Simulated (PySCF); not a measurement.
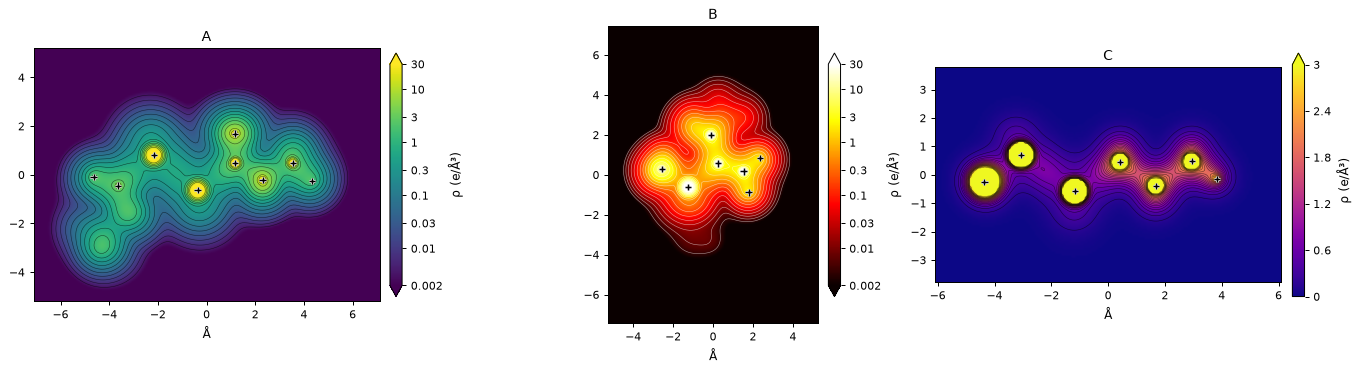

The electron density of 3 systems, each on a plane through atoms (crosses mark nuclei in the plane).

The calculation used PBE0/pcSseg-1, SCF density, gas phase, non-relativistic (PySCF).

System 1: C₄H₁₁FO₃Si₂, the plane of atoms C3, Si5 and Si6. Geometry: GFN2-xTB.

```xyz
21

C    -4.5567   -0.5151    0.5432
O    -3.1499   -0.5815    0.7667
C    -2.3643    0.1166   -0.0515
O    -2.7816    0.7937   -0.9637
Si   -0.5128   -0.0856    0.4092
Si    0.6523    1.0153   -1.2601
C     2.4494    0.9028   -0.5685
F     2.6243    1.8367    0.4567
O     2.5216   -0.3721   -0.0498
C     3.7835   -0.7517    0.4726
H    -4.8058   -0.9786   -0.4131
H    -5.0224   -1.0543    1.3638
H    -4.8850    0.5257    0.5234
H    -0.3002   -1.5324    0.5399
H    -0.3857    0.4699    1.7650
H     0.4120    2.4422   -1.5078
H     0.7373    0.3689   -2.5793
H     3.2737    1.1106   -1.2663
H     3.6933   -1.7933    0.7717
H     4.5612   -0.6496   -0.2918
H     4.0469   -0.1391    1.3392
```

System 2: C₅H₁₃NO₂Si₂, the plane of atoms C3, C2 and Si6. Geometry: GFN2-xTB.

```xyz
23

C    -1.5625    1.1968   -1.3151
C    -1.5545    0.6522   -0.1052
C    -2.7107   -0.0690    0.4405
C    -3.2615   -1.1758   -0.4217
O    -3.1450    0.1660    1.5535
Si   -0.0955    0.8106    1.1293
O    -0.6024    0.2552    2.5639
Si    1.6317   -0.5968    0.5977
N     2.7909    0.3809   -0.2089
C     4.0451   -0.1381   -0.6925
H    -0.7066    1.7319   -1.6920
H    -2.4255    1.1779   -1.9649
H    -3.6462   -0.7568   -1.3495
H    -4.0581   -1.7010    0.0989
H    -2.4614   -1.8679   -0.6758
H     0.1076    2.2699    1.2089
H    -1.5426    0.3068    2.7635
H     1.2022   -1.7787   -0.1973
H     2.3658   -1.1698    1.7348
H     2.4857    1.1720   -0.7543
H     3.9653   -0.5464   -1.7061
H     4.8063    0.6446   -0.6942
H     4.3671   -0.9373   -0.0304
```

System 3: C₃H₁₁F₂NSi₂, the plane of atoms C1, C2 and C3. Geometry: GFN2-xTB.

```xyz
19

C    -2.9537    0.3481    0.6617
C    -1.7272   -0.3801    0.1237
C    -0.4889    0.5090    0.1239
Si    1.0412   -0.3423   -0.6188
N     1.4065   -1.6800    0.4094
Si    2.9089    0.9763   -0.5171
F     4.1476    0.1691   -1.1526
F     2.7897    2.1753   -1.5803
H    -3.8217   -0.3081    0.6658
H    -3.1806    1.2157    0.0452
H    -2.7762    0.6897    1.6796
H    -1.5380   -1.2638    0.7370
H    -1.9294   -0.7236   -0.8931
H    -0.7136    1.4172   -0.4387
H    -0.2850    0.8247    1.1488
H     0.6767   -0.7257   -2.0073
H     2.2658   -2.1900    0.2810
H     0.6731   -2.3169    0.6758
H     3.4948    1.6147    0.6486
```

**Match each panel to its system.**

Panel A is system 1, C₄H₁₁FO₃Si₂: the plane holds C, O, Si and H. C–O (1.21 Å): ρ is about 3.3 e/Å³ halfway. Panel B is system 2, C₅H₁₃NO₂Si₂: the plane holds C, Si, O and H. C–C (1.33 Å): ρ at the midpoint is about 2.3 e/Å³. Panel C is system 3, C₃H₁₁F₂NSi₂: the plane holds C, Si, F and H. C–C (1.52 Å): the density is about 1.6 e/Å³ at the midpoint.
